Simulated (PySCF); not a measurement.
```yaml
atoms:
  - { symbol: C, position_ang: [0.2067, 2.1487, -0.3395] }
  - { symbol: C, position_ang: [-0.1220, 0.8720, -0.4845] }
  - { symbol: C, position_ang: [-1.5453, 0.4566, -0.7306] }
  - { symbol: C, position_ang: [-2.0971, -0.4192, 0.3993] }
  - { symbol: C, position_ang: [-1.4876, -1.8106, 0.4486] }
  - { symbol: S, position_ang: [0.2072, -1.8485, 1.1255] }
  - { symbol: Si, position_ang: [1.1421, -0.5260, -0.3086] }
  - { symbol: Si, position_ang: [3.2122, 0.1159, 0.4712] }
  - { symbol: H, position_ang: [1.2233, 2.4554, -0.1530] }
  - { symbol: H, position_ang: [-0.5221, 2.9435, -0.4093] }
  - { symbol: H, position_ang: [-1.6018, -0.1038, -1.6691] }
  - { symbol: H, position_ang: [-2.1768, 1.3436, -0.8298] }
  - { symbol: H, position_ang: [-3.1761, -0.5312, 0.2574] }
  - { symbol: H, position_ang: [-1.9360, 0.0791, 1.3582] }
  - { symbol: H, position_ang: [-2.0606, -2.4528, 1.1169] }
  - { symbol: H, position_ang: [-1.4620, -2.2664, -0.5420] }
  - { symbol: H, position_ang: [1.0954, -1.2757, -1.5793] }
  - { symbol: H, position_ang: [3.1579, 0.8596, 1.7298] }
  - { symbol: H, position_ang: [3.8263, 0.9901, -0.5303] }
  - { symbol: H, position_ang: [4.1109, -1.0196, 0.6659] }
```

Geometry: GFN2-xTB.

The calculation used PySCF, PBE0/pcSseg-1, SCF density, gas phase, non-relativistic.

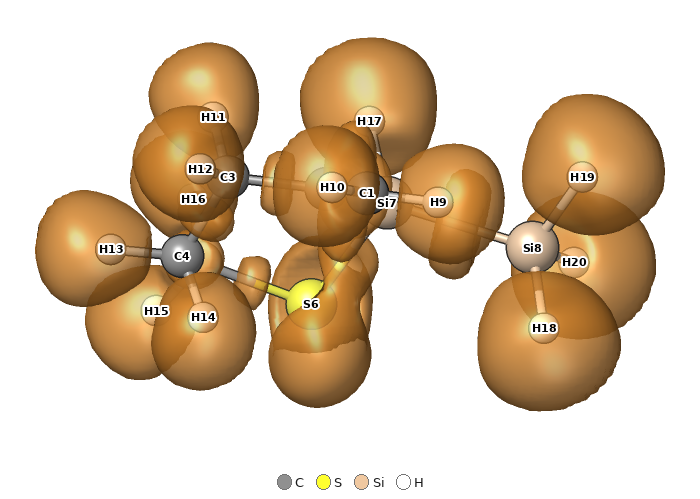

C5H12SSi2. Isosurface of the ELF at 0.8 (orange), seen from one side. Core shells and regions of very low density are left out.

> Describe the localisation domains.

The ELF exceeds this value in four regions between bonded C–C atoms (shared pairs), one region between bonded C–S atoms (shared pairs), one region between bonded C–Si atoms (shared pairs), one region between bonded Si–Si atoms (shared pairs), twelve regions around hydrogen nuclei and one region on S in which the atom's valence shell and bonds are merged. Along the contacts the grid gives the following. C–C (1.33 Å): the ELF peaks at about 0.95 between the atoms; a short, multiple covalent bond. C–S (1.83 Å): the ELF peaks at about 0.90 between the atoms, as expected for a covalent bond.
